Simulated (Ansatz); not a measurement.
# Ni (fcc type): how the settings move a single-point run

Question: which choices in the input matter for Ni (fcc type)?

Method: reference: DFT, PBE, all-electron LAPW, scalar-relativistic, in Ansatz 0.2.0.

1 further run of the same task is left out (it didn't finish).

## 1. The starting structure

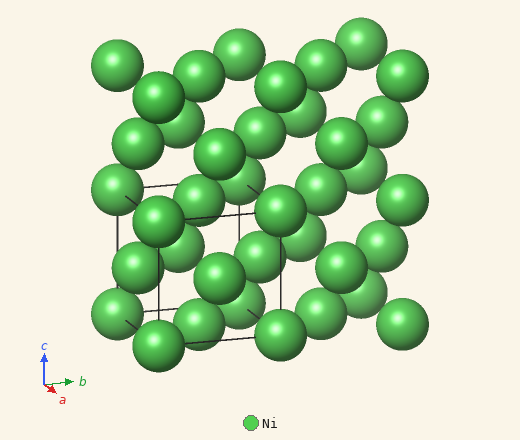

The starting structure, seen slightly off an axis (nickel green). 1×2×2 cells are drawn. Atoms on the faces are drawn again on the opposite ones. The cell drawn here is the conventional one.

As a file:

```
Ni
1.0
    -1.75931    1.75931    0.00000
     0.00000    0.00000    3.51862
     1.75931    1.75931    0.00000
Ni
2
Direct
  0.00000 0.00000 0.00000
  0.50000 0.50000 0.50000
```

## 2. The reference run

Contents of input.yaml:

```yaml
crystal:
  lattice:
    - [-1.7593077733, 1.7593077733, 0.0]
    - [0.0, 0.0, 3.5186155466]
    - [1.7593077733, 1.7593077733, 0.0]
  atoms:
    - { symbol: Ni, position: [0.0, 0.0, 0.0], spin: 1.0 }
    - { symbol: Ni, position: [0.5, 0.5, 0.5], spin: 1.0 }
magnetization:
  spin_polarized: true
kpoints:
  mp_grid: { grid: [15, 10, 15] }
scf:
  occupations: { method: fermi_dirac, width: 0.05 }
hamiltonian:
  xc: pbe
  pseudopotentials: { kind: all_electron, lapw: { basis_error: 0.001 } }
output:
  forces: true
  stress: true
  eigenvalues: true
```

The run is started by

```console
ansatz run input.yaml --threads 3 --pin off --max-ram 9216MiB --backend cpu --events-out ev --progress --plain --runs-dir out
```

## 3. Variant: occupations.method tetrahedron, dr2_threshold 1.0e-06, width left out

Edit input.yaml of step 2 so:

```diff
@@ -13,3 +13,4 @@
 scf:
-  occupations: { method: fermi_dirac, width: 0.05 }
+  occupations: { method: tetrahedron }
+  convergence: { dr2_threshold: 1.0e-06 }
 hamiltonian:
```

Before running it: what results should come out? Wanted: for each run, ending; energy change; pressure; abs. moment; force.

As calculated:

```tsv
run	ending	energy change	pressure (GPa)	abs. moment (μB)	force (eV/Å)	cycles	time
reference	converged	0	0.0	1.48	0.00	9	40 s
1: occupations.method tetrahedron, dr2_threshold 1.0e-06, width left out	converged	+0.7 meV/atom (σ→0)	-0.2	1.43	0.00	13	53 s
```

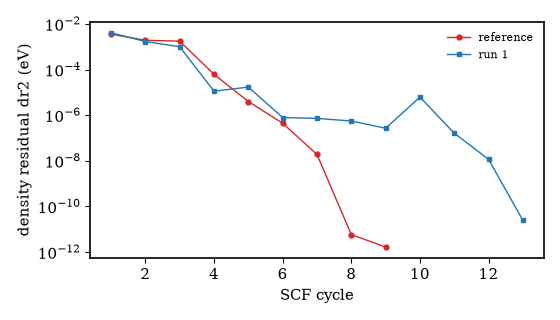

Residual by cycle in the longest SCF loop of each run; runs are numbered as in the table.

Changing the smearing and convergence setting moves the energy by +0.7 meV/atom (σ→0 values). Cost: 13 SCF cycles against 9.
